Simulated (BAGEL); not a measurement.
# H3O+ (SMILES [OH3+]) at B3LYP/6-31G(d) (density fitting with cc-pvqz-jkfit, spherical functions)

What is the energy change on altering one bond length of H3O+ at B3LYP/6-31G* (density fitting with cc-pvqz-jkfit, spherical functions)? 

The results are computed with BAGEL 1.2.2.

2 further runs of the same task are left out: 2 set aside as unsound or not needed.

**1. Starting point**

H3O+: 4 atoms, total charge +1, spin state singlet. As SMILES, `[OH3+]`. The shape is that of a PBE0-D4/def2-TZVP optimisation.

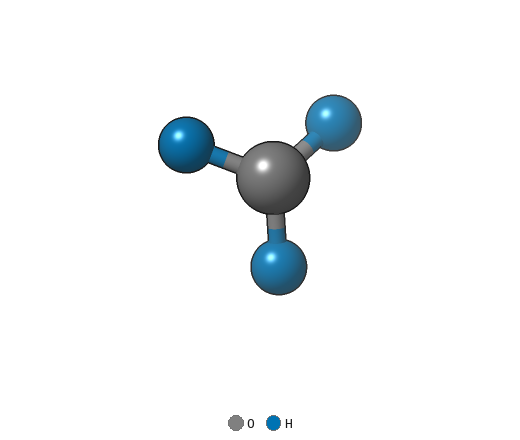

Viewed from a chosen angle; oxygen grey, hydrogen blue.

**2. A single-point energy at B3LYP/6-31G(d) (density fitting with cc-pvqz-jkfit, spherical functions)**

input.json reads:

```json
{ "bagel": [

{
  "title": "molecule",
  "basis": "6-31gs.json",
  "df_basis": "cc-pvqz-jkfit",
  "angstrom": "true",
  "geometry": [
    { "atom": "O", "xyz": [    0.181970,   -0.056700,   -0.052760 ] },
    { "atom": "H", "xyz": [    0.219060,    0.918440,    0.015140 ] },
    { "atom": "H", "xyz": [   -0.408890,   -0.368290,   -0.767380 ] },
    { "atom": "H", "xyz": [    0.007860,   -0.493450,    0.805020 ] }
  ]
},
{
  "title": "ks",
  "xc_func": "b3lyp",
  "charge": 1
},
{
  "title": "print",
  "file": "orbitals.molden",
  "orbitals": "true"
}

]}
```

The basis set 6-31G* is read from a file made from the Basis Set Exchange's data (not shown).

Command:

```sh
$ BAGEL_NUM_THREADS=1 BAGEL input.json > input.out
```

Log:

```text
* using 1 threads per process

  ===============================================================
  ===============================================================

  *** Geometry ***

  { "atom" : "O", "xyz" : [      0.343873,     -0.107147,     -0.099702 ] },
  { "atom" : "H", "xyz" : [      0.413963,      1.735600,      0.028610 ] },
  { "atom" : "H", "xyz" : [     -0.772690,     -0.695967,     -1.450138 ] },
  { "atom" : "H", "xyz" : [      0.014853,     -0.932485,      1.521267 ] },

  Number of auxiliary basis functions:      259

  Since a DF basis is specified, we compute 2- and 3-index integrals:
    o Being stored without compression. Storage requirement is 0.001 GB

  Number of basis functions:       20
  Number of electrons      :       11

    * METHOD: MOLECULE                             0.03

  *** Kohn-Sham DFT ***

    * Removing 4979 points whose weight is below 1.00e-10
    * Grid points: 54645

  === Nuclear Repulsion ===
    13.9563073607

       - DIIS with orbital gradients will be used.

  === KS iteration (b3lyp / 6-31gs.json) ===
      0        -70.30555789          0.27709937           0.04
      1        -70.48826893          0.27497712           0.03
      2        -73.05356143          0.28630588           0.03
      3        -76.48071453          0.09187186           0.03
      4        -76.60985039          0.05658734           0.03
      5        -76.67301736          0.02423000           0.03
      6        -76.68704173          0.00082646           0.03
      7        -76.68705803          0.00006344           0.03
      8        -76.68705814          0.00000221           0.03
      9        -76.68705814          0.00000028           0.03
     10        -76.68705814          0.00000001           0.03
    * SCF iteration converged.

    * Permanent dipole moment:
           (    0.559739,    -0.174438,    -0.162280) a.u.

    * METHOD: KS                                   0.45

    * METHOD: PRINT                                0.00

  ===============================================================
```

Wall time 0.66 s (1 thread of Arm Neoverse V2, shared host).

**3. The distorted shape**

calc.json reads:

```json
{ "bagel": [

{
  "title": "molecule",
  "basis": "6-31gs.json",
  "df_basis": "cc-pvqz-jkfit",
  "angstrom": "true",
  "geometry": [
    { "atom": "O", "xyz": [       0.270577,      -0.009973,       0.054407 ] },
    { "atom": "H", "xyz": [       0.307667,       0.965167,       0.122307 ] },
    { "atom": "H", "xyz": [      -0.408890,      -0.368290,      -0.767380 ] },
    { "atom": "H", "xyz": [       0.096467,      -0.446723,       0.912187 ] }
  ]
},

{
  "title": "ks",
  "xc_func": "b3lyp",
  "charge": 1
},

{
  "title": "print",
  "file": "orbitals.molden",
  "orbitals": "true"
}

]}
```

The basis set 6-31G* is read from a file made from the Basis Set Exchange's data (not shown).

Command:

```sh
$ BAGEL_NUM_THREADS=1 BAGEL calc.json > calc.out
```

Log:

```text
* using 1 threads per process

  ===============================================================
  ===============================================================

  *** Geometry ***

  { "atom" : "O", "xyz" : [      0.511316,     -0.018846,      0.102814 ] },
  { "atom" : "H", "xyz" : [      0.581406,      1.823901,      0.231127 ] },
  { "atom" : "H", "xyz" : [     -0.772690,     -0.695967,     -1.450138 ] },
  { "atom" : "H", "xyz" : [      0.182296,     -0.844184,      1.723784 ] },

  Number of auxiliary basis functions:      259

  Since a DF basis is specified, we compute 2- and 3-index integrals:
    o Being stored without compression. Storage requirement is 0.001 GB

  Number of basis functions:       20
  Number of electrons      :       11

    * METHOD: MOLECULE                             0.03

  *** Kohn-Sham DFT ***

    * Removing 4751 points whose weight is below 1.00e-10
    * Grid points: 54873

  === Nuclear Repulsion ===
    13.3460523628

       - DIIS with orbital gradients will be used.

  === KS iteration (b3lyp / 6-31gs.json) ===
      0        -70.22165004          0.26935703           0.05
      1        -70.31178838          0.26663513           0.04
      2        -72.85684822          0.28337219           0.03
      3        -76.41780918          0.10128500           0.03
      4        -76.53929182          0.07494631           0.03
      5        -76.63033455          0.04353498           0.03
      6        -76.67553647          0.00308329           0.04
      7        -76.67577544          0.00029871           0.03
      8        -76.67577758          0.00002796           0.03
      9        -76.67577760          0.00000183           0.03
     10        -76.67577760          0.00000020           0.03
     11        -76.67577760          0.00000001           0.03
     12        -76.67577760          0.00000000           0.03
    * SCF iteration converged.

    * Permanent dipole moment:
           (    0.644204,    -0.124639,    -0.050735) a.u.

    * METHOD: KS                                   0.54

    * METHOD: PRINT                                0.00

  ===============================================================
```

Wall time 0.74 s (1 thread of Arm Neoverse V2, shared host).

**4. Outcome**

At B3LYP/6-31G* (density fitting with cc-pvqz-jkfit, spherical functions):

| quantity | value |
| --- | --- |
| first shape: total energy | -76.68706 Eh |
| first shape: HOMO energy | -20.20 eV |
| first shape: LUMO energy | -7.19 eV |
| first shape: HOMO–LUMO gap | 13.00 eV |
| distorted shape: total energy | -76.67578 Eh |
| distorted shape: HOMO energy | -19.77 eV |
| distorted shape: LUMO energy | -8.00 eV |
| distorted shape: HOMO–LUMO gap | 11.77 eV |
| energy change with the O1–H3 bond stretched from 0.978 to 1.125 Å | 0.307 eV |

With the O1–H3 bond stretched from 0.978 to 1.125 Å the energy rises by 0.31 eV (29.6 kJ/mol). The first shape isn't relaxed at this level, so the change isn't measured from a minimum.
